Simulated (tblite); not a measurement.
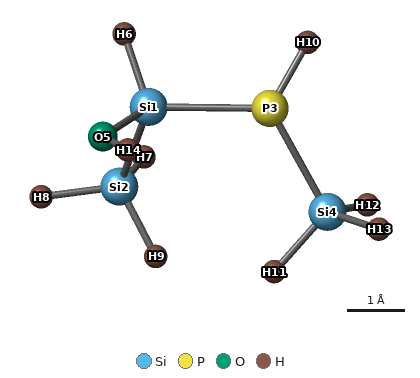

*The starting structure (ball-and-stick view, seen at a tilt; atoms are numbered from 1 in the order of the input).*

Bond lengths as drawn: H–O 0.96 Å, H–P 1.40 Å, H–Si 1.41 to 1.44 Å, O–Si 1.79 Å, P–Si 2.15 to 2.19 Å and Si–Si 2.22 Å.

Geometry relaxation, with input and output: Si3PH9O

The run: geometry relaxation of Si3PH9O. Method and program: GFN2-xTB geometry optimisation, gas phase (tblite 0.8.0).

**The input**
```
{"job": {"kind": "relax", "xc": "GFN2-xTB", "basis": "xTB"}, "charge": 0, "multiplicity": 1}
Si     2.222832     0.124713     1.898508
Si     2.987748    -1.872111     1.309147
P      0.385651     0.553852     0.793580
Si     0.194103    -0.336936    -1.156604
O      3.456308     1.354818     1.476585
H      1.985227     0.164988     3.289818
H      2.133994    -2.894204     1.851504
H      4.285162    -2.061848     1.816309
H      2.992433    -1.993986    -0.105378
H     -0.778796     0.600188     1.568709
H      1.471998    -0.797236    -1.601266
H     -0.722906    -1.434843    -1.093142
H     -0.285212     0.618087    -2.088778
H      3.320479     2.089678     0.876025
```

The first line tells a small driver script what to run in tblite; the rest is the geometry in Å.

Launch command:
```bash
OMP_NUM_THREADS=1 python <driver script> task.json out
```

**Log**
```
step      E/eV     max force
  0    -445.17949    3.355
  1    -445.52608    1.909
  2    -445.71096    2.654
  3    -445.79531    1.313
  4    -445.87412    1.152
  5    -446.04133    0.985
  6    -446.08620    0.977
  7    -446.16795    0.594
  8    -446.20582    0.423
  9    -446.22808    0.434
 10    -446.25073    0.341
 11    -446.26263    0.254
 12    -446.27225    0.266
 13    -446.28281    0.362
 14    -446.29665    0.446
 15    -446.31110    0.384
 16    -446.32201    0.311
 17    -446.32908    0.189
 18    -446.33388    0.157
 19    -446.33815    0.190
 20    -446.34192    0.182
 21    -446.34529    0.178
 22    -446.34873    0.171
 23    -446.35262    0.171
 24    -446.35642    0.180
 25    -446.35891    0.153
 26    -446.36026    0.089
 27    -446.36165    0.118
 28    -446.36330    0.141
 29    -446.36537    0.155
 30    -446.36717    0.116
 31    -446.36869    0.095
 32    -446.36954    0.115
 33    -446.37123    0.152
 34    -446.37255    0.145
 35    -446.37362    0.101
 36    -446.37431    0.054
 37    -446.37476    0.087
 38    -446.37508    0.076
 39    -446.37535    0.052
 40    -446.37567    0.033
 41    -446.37589    0.037
 42    -446.37627    0.065
 43    -446.37662    0.088
 44    -446.37696    0.083
 45    -446.37722    0.044
 46    -446.37737    0.029
 47    -446.37748    0.035
 48    -446.37761    0.048
 49    -446.37780    0.052
 50    -446.37810    0.048
 51    -446.37848    0.057
 52    -446.37884    0.058
 53    -446.37911    0.047
 54    -446.37933    0.045
 55    -446.37964    0.055
 56    -446.38014    0.068
 57    -446.38083    0.073
 58    -446.38149    0.060
 59    -446.38187    0.039
 60    -446.38205    0.037
 61    -446.38228    0.040
 62    -446.38276    0.062
 63    -446.38358    0.097
 64    -446.38453    0.103
 65    -446.38522    0.068
 66    -446.38549    0.033
 67    -446.38564    0.038
 68    -446.38593    0.051
 69    -446.38645    0.074
 70    -446.38742    0.078
 71    -446.38834    0.048
 72    -446.38863    0.052
 73    -446.38885    0.075
 74    -446.38923    0.062
 75    -446.39016    0.068
 76    -446.39183    0.098
 77    -446.39399    0.109
 78    -446.39525    0.093
 79    -446.39606    0.054
 80    -446.39665    0.070
 81    -446.39732    0.069
 82    -446.39815    0.074
 83    -446.39915    0.082
 84    -446.40023    0.087
 85    -446.40191    0.086
 86    -446.40278    0.057
 87    -446.40328    0.089
 88    -446.40361    0.069
 89    -446.40421    0.069
 90    -446.40481    0.071
 91    -446.40566    0.074
 92    -446.40631    0.078
 93    -446.40682    0.070
 94    -446.40745    0.078
 95    -446.40804    0.067
 96    -446.40888    0.056
 97    -446.40925    0.043
 98    -446.40949    0.038
 99    -446.40968    0.036
100    -446.40989    0.045
101    -446.41023    0.063
102    -446.41069    0.073
103    -446.41113    0.060
104    -446.41140    0.061
105    -446.41162    0.043
106    -446.41178    0.035
107    -446.41204    0.044
108    -446.41222    0.042
109    -446.41237    0.033
110    -446.41249    0.026
111    -446.41263    0.034
112    -446.41277    0.046
113    -446.41291    0.055
114    -446.41302    0.041
115    -446.41313    0.033
116    -446.41322    0.027
117    -446.41332    0.033
118    -446.41340    0.029
119    -446.41350    0.024
120    -446.41362    0.033
121    -446.41373    0.032
122    -446.41383    0.032
123    -446.41393    0.024
124    -446.41406    0.039
125    -446.41424    0.049
126    -446.41444    0.044
127    -446.41461    0.061
128    -446.41465    0.032
129    -446.41484    0.038
130    -446.41494    0.029
131    -446.41513    0.029
132    -446.41520    0.025
133    -446.41533    0.026
134    -446.41546    0.030
135    -446.41565    0.027
136    -446.41579    0.027
137    -446.41591    0.023
138    -446.41601    0.026
139    -446.41608    0.023
140    -446.41614    0.018
141    -446.41618    0.018
142    -446.41623    0.017
143    -446.41630    0.018
144    -446.41638    0.025
145    -446.41647    0.026
146    -446.41656    0.021
147    -446.41664    0.019
148    -446.41671    0.021
149    -446.41679    0.023
150    -446.41686    0.022
151    -446.41693    0.022
152    -446.41700    0.023
153    -446.41708    0.029
154    -446.41721    0.036
155    -446.41739    0.041
156    -446.41756    0.031
157    -446.41767    0.022
158    -446.41773    0.017
159    -446.41778    0.018
160    -446.41785    0.023
161    -446.41793    0.024
162    -446.41800    0.018
163    -446.41803    0.011
164    -446.41804    0.007
```

**Trajectory as extended XYZ (Å, eV, eV/Å), 8 of the 29 frames kept, from step=0 to step=164**
```
14
Properties=species:S:1:pos:R:3:forces:R:3 step=0 energy=-445.17949
Si    2.2228    0.1247    1.8985    1.8490   2.6250  -0.9730
Si    2.9877   -1.8721    1.3091   -0.1570  -0.4500  -0.1000
P     0.3857    0.5539    0.7936   -0.7010   1.6750   0.7100
Si    0.1941   -0.3369   -1.1566   -0.2980  -0.6830   0.0670
O     3.4563    1.3548    1.4766   -1.7570  -1.7680   0.6250
H     1.9852    0.1650    3.2898   -0.2900   0.4600   1.0610
H     2.1340   -2.8942    1.8515   -0.2990  -0.5010   0.1630
H     4.2852   -2.0618    1.8163    1.2320  -0.3440   0.3980
H     2.9924   -1.9940   -0.1054    0.1170  -0.3240  -0.9850
H    -0.7788    0.6002    1.5687    0.7330  -0.4690  -0.4630
H     1.4720   -0.7972   -1.6013    0.6650  -0.1470  -0.1130
H    -0.7229   -1.4348   -1.0931   -0.4500  -0.5640  -0.0430
H    -0.2852    0.6181   -2.0888   -0.3660   0.7850  -0.5660
H     3.3205    2.0897    0.8760   -0.2790  -0.2940   0.2190
14
Properties=species:S:1:pos:R:3:forces:R:3 step=24 energy=-446.35642
Si    2.1765    0.1761    1.8035    0.0120  -0.0880   0.0090
Si    3.0185   -1.9300    1.3037   -0.0250  -0.0210  -0.0270
P     0.3707    0.9696    0.7341   -0.1670   0.0090  -0.0650
Si    0.1731   -0.2460   -1.1238   -0.0380  -0.0030   0.0600
O     3.3919    1.1710    1.3711    0.1060   0.0890  -0.0800
H     1.8098    0.4382    3.2087    0.0570  -0.0030   0.0100
H     2.1615   -3.0012    1.8392    0.0620   0.0700  -0.0170
H     4.3631   -2.1269    1.8576   -0.0790   0.0110  -0.0190
H     3.1133   -2.1864   -0.1459    0.0300  -0.0020   0.1210
H    -0.5299    0.2396    1.4726    0.0080   0.0160  -0.0040
H     1.4782   -0.7285   -1.5702    0.0270  -0.0190  -0.0220
H    -0.7286   -1.3718   -0.8722    0.0390  -0.0030  -0.0390
H    -0.3856    0.6348   -2.1455   -0.0430   0.0370  -0.0230
H     3.2365    2.0767    1.1022    0.0110  -0.0930   0.0940
14
Properties=species:S:1:pos:R:3:forces:R:3 step=48 energy=-446.37761
Si    2.1692    0.1797    1.7550   -0.0150  -0.0070  -0.0080
Si    3.0122   -1.9307    1.3106    0.0020   0.0000   0.0020
P     0.3143    0.9590    0.7391   -0.0190  -0.0040   0.0020
Si    0.1433   -0.2311   -1.1383   -0.0030   0.0130   0.0180
O     3.4056    1.1281    1.2722    0.0030   0.0460  -0.0050
H     1.8814    0.4754    3.1723    0.0000  -0.0020   0.0060
H     2.1509   -2.9833    1.8611   -0.0060  -0.0020   0.0090
H     4.3321   -2.0952    1.9213    0.0030  -0.0110   0.0130
H     3.1718   -2.2469   -0.1138    0.0000   0.0110   0.0030
H    -0.5557    0.1932    1.4797    0.0200  -0.0030   0.0010
H     1.4677   -0.6561   -1.5919    0.0090   0.0030  -0.0260
H    -0.7027   -1.4068   -0.9314    0.0130  -0.0100   0.0050
H    -0.4658    0.6498   -2.1339   -0.0110   0.0120  -0.0090
H     3.3247    2.0800    1.2330    0.0050  -0.0470  -0.0120
14
Properties=species:S:1:pos:R:3:forces:R:3 step=72 energy=-446.38863
Si    2.1993    0.1768    1.7555   -0.0020   0.0170   0.0110
Si    2.9861   -1.9734    1.4233   -0.0060   0.0070  -0.0100
P     0.2887    0.8840    0.7923    0.0070   0.0100  -0.0160
Si    0.1398   -0.1446   -1.1792    0.0080  -0.0020  -0.0100
O     3.4263    1.0715    1.1555   -0.0270  -0.0040  -0.0290
H     1.9844    0.5981    3.1543   -0.0140  -0.0280   0.0070
H     2.0271   -2.9829    1.8901    0.0110   0.0090  -0.0010
H     4.2337   -2.1957    2.1582   -0.0140  -0.0100  -0.0010
H     3.2579   -2.2822    0.0152   -0.0010  -0.0120  -0.0110
H    -0.5139   -0.0088    1.4637    0.0130   0.0200   0.0320
H     1.4403   -0.2146   -1.8478    0.0100   0.0290   0.0420
H    -0.3944   -1.4994   -1.0315    0.0140  -0.0180   0.0070
H    -0.7844    0.6672   -1.9729    0.0020  -0.0120  -0.0110
H     3.3580    2.0191    1.0581    0.0000  -0.0050  -0.0090
14
Properties=species:S:1:pos:R:3:forces:R:3 step=96 energy=-446.40888
Si    2.1883    0.1675    1.7283    0.0310   0.0180   0.0010
Si    2.9018   -2.0157    1.4443    0.0020  -0.0230  -0.0050
P     0.2369    0.8987    0.8776    0.0260   0.0390   0.0020
Si    0.2288   -0.0741   -1.1194    0.0080  -0.0340  -0.0440
O     3.3672    1.0078    0.9725   -0.0080  -0.0370  -0.0010
H     2.1047    0.6334    3.1251   -0.0050   0.0090   0.0270
H     1.8618   -2.9739    1.8425    0.0040   0.0010  -0.0110
H     4.0685   -2.2970    2.2862   -0.0150   0.0040  -0.0150
H     3.2772   -2.3638    0.0678   -0.0160   0.0220   0.0240
H    -0.5508   -0.0380    1.5016   -0.0030  -0.0240   0.0370
H     1.4389    0.3483   -1.8264   -0.0100   0.0050  -0.0020
H     0.2068   -1.5386   -1.0308   -0.0090   0.0330  -0.0120
H    -0.9596    0.4226   -1.8129   -0.0060  -0.0340  -0.0130
H     3.2786    1.9380    0.7786    0.0020   0.0210   0.0120
14
Properties=species:S:1:pos:R:3:forces:R:3 step=120 energy=-446.41362
Si    2.2060    0.1814    1.7387    0.0050   0.0220   0.0020
Si    2.8603   -2.0217    1.4693    0.0160   0.0030  -0.0130
P     0.2434    0.8830    0.8857   -0.0210  -0.0130   0.0220
Si    0.2396   -0.0661   -1.1247    0.0010   0.0050  -0.0240
O     3.3880    0.9796    0.9442    0.0020  -0.0060   0.0070
H     2.1412    0.6983    3.1201   -0.0010  -0.0170  -0.0020
H     1.7864   -2.9609    1.8159   -0.0140   0.0020  -0.0020
H     3.9944   -2.3532    2.3352    0.0020   0.0030  -0.0050
H     3.2599   -2.3394    0.0934    0.0030  -0.0110   0.0120
H    -0.5132   -0.0819    1.5122    0.0060   0.0230  -0.0060
H     1.3339    0.5473   -1.8778   -0.0020  -0.0050  -0.0140
H     0.4233   -1.5199   -1.0857    0.0040  -0.0010   0.0100
H    -1.0447    0.2548   -1.7476    0.0000  -0.0060   0.0090
H     3.3305    1.9138    0.7560   -0.0010   0.0010   0.0060
14
Properties=species:S:1:pos:R:3:forces:R:3 step=144 energy=-446.41638
Si    2.2222    0.1893    1.7307   -0.0020  -0.0140  -0.0040
Si    2.8513   -2.0219    1.4521    0.0020   0.0130  -0.0040
P     0.2799    0.9172    0.8514    0.0160  -0.0110  -0.0160
Si    0.2348   -0.0828   -1.1364   -0.0120   0.0030   0.0140
O     3.4281    1.0050    0.9933   -0.0020   0.0090  -0.0060
H     2.1251    0.6602    3.1264   -0.0070   0.0010   0.0000
H     1.7410   -2.9258    1.7804    0.0060  -0.0100  -0.0010
H     3.9599   -2.3764    2.3422   -0.0070   0.0000  -0.0090
H     3.2710   -2.3683    0.0890    0.0020   0.0140   0.0150
H    -0.4914   -0.0182    1.5013   -0.0170   0.0030   0.0070
H     1.2284    0.5925   -1.9702    0.0070   0.0000  -0.0070
H     0.5343   -1.5174   -1.0728    0.0000   0.0080   0.0030
H    -1.1075    0.1173   -1.6830    0.0060  -0.0030   0.0080
H     3.3720    1.9445    0.8307    0.0090  -0.0120   0.0010
14
Properties=species:S:1:pos:R:3:forces:R:3 step=164 energy=-446.41804
Si    2.2107    0.1845    1.7353    0.0000   0.0010  -0.0020
Si    2.8636   -2.0149    1.4320    0.0030  -0.0030  -0.0040
P     0.3164    0.9672    0.8024   -0.0010  -0.0060   0.0000
Si    0.2162   -0.1104   -1.1401   -0.0010   0.0000  -0.0030
O     3.4538    0.9952    1.0572    0.0000   0.0060   0.0020
H     2.0639    0.6286    3.1354    0.0010   0.0030   0.0020
H     1.7746   -2.9528    1.7338   -0.0010   0.0010   0.0000
H     3.9742   -2.3620    2.3218   -0.0040  -0.0020   0.0000
H     3.3033   -2.3217    0.0665    0.0020   0.0010  -0.0010
H    -0.5115    0.1068    1.4866    0.0000   0.0020   0.0010
H     1.1914    0.5234   -2.0269    0.0010   0.0010   0.0020
H     0.5100   -1.5431   -1.0286    0.0000  -0.0010   0.0060
H    -1.1404    0.0757   -1.6544    0.0000  -0.0010  -0.0010
H     3.4227    1.9388    0.9139    0.0020  -0.0020   0.0000
```

**Summary**

- outcome: converged
- total energy: −446.4180 eV
- hardware: 1 CPU thread, shared host
- wall time: 3.8 s
- peak memory: 0.18 GiB
